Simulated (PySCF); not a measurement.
**CH7NPSi4 (doublet): density, localisation and related maps**

```xyz
14

N    -1.6489    1.2055   -3.1234
C    -1.6827    0.8092   -2.0469
Si   -1.6338    0.1596   -0.3008
Si   -0.2171   -1.7389   -0.1702
Si    1.3698   -0.4359    1.0849
P     3.3756   -0.2102    0.2740
Si   -0.1283    1.4479    1.0036
H    -3.0752    0.0908   -0.0151
H    -0.7915   -2.8969    0.5271
H     0.2420   -2.2955   -1.4464
H     1.5542   -0.9380    2.4580
H     2.9288    0.2278   -0.9641
H    -0.6631    1.8874    2.2990
H     0.3695    2.6868    0.3982
```

Geometry: GFN2-xTB.

These are results of UKS B3LYP, pcH-1 on C H N P Si, non-relativistic, mean-field spin-orbit, GIAO in PySCF, not measurements.

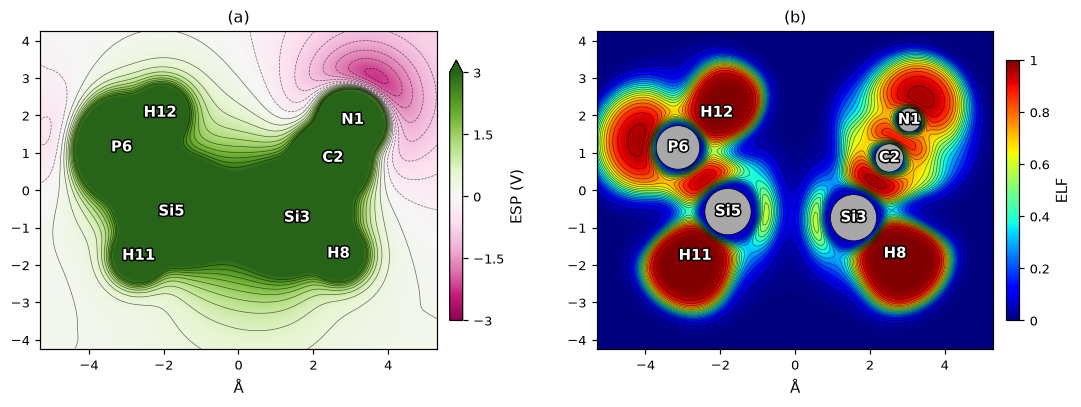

Figure 1. (a) electrostatic potential; (b) ELF on the plane of atoms Si5, P6 and H12. Grey discs cover the atomic cores in the ELF map.

**Interpret the plot.**

- The plane passes through N, C, Si, P and H nuclei.
- C–N (1.15 Å): the ELF peaks at about 0.90 between the atoms: a short, multiple covalent bond.
- C–Si (1.86 Å): the ELF peaks at about 0.95 between the atoms: localised, covalent bonding.
- Si–P (2.18 Å): the ELF peaks at about 0.95 between the atoms: localised, covalent bonding.
- P–H (1.39 Å): the ELF climbs to about 1 towards the hydrogen, as it does in any bond to H.
- Si–H (1.47 Å): the ELF climbs to about 1 towards the hydrogen.
- The ELF also peaks beside P6 and N1, away from the bonds: non-bonding electrons, paired or unpaired.
- Outside the dense part of the molecule the potential is most negative (−2.2 V) near N1.

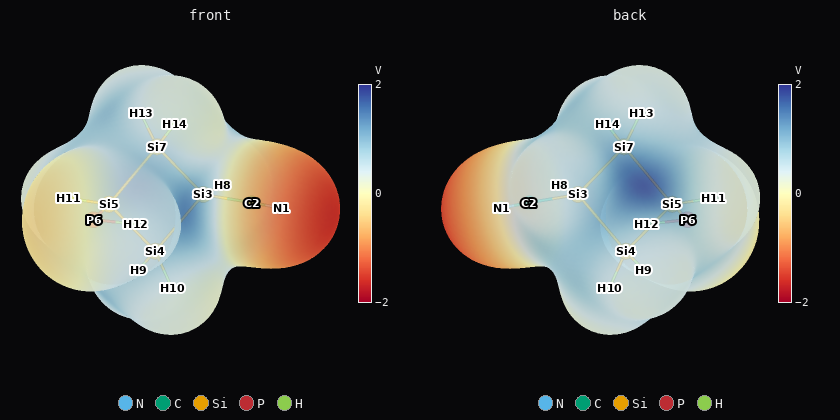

Figure 2. The electrostatic potential painted on the density surface at 0.001 e/bohr³, seen from the front and from behind; the colour scale runs from red (negative) to blue (positive).

**Where is the surface potential most negative and most positive?**

The most negative region (about −1.6 V, or −37 kcal/mol for a unit charge) lies over N1, the most positive (about +1.7 V, or +39 kcal/mol for a unit charge) over Si3, Si4, Si5 and Si7. N1 is the likeliest acceptor of a hydrogen bond.
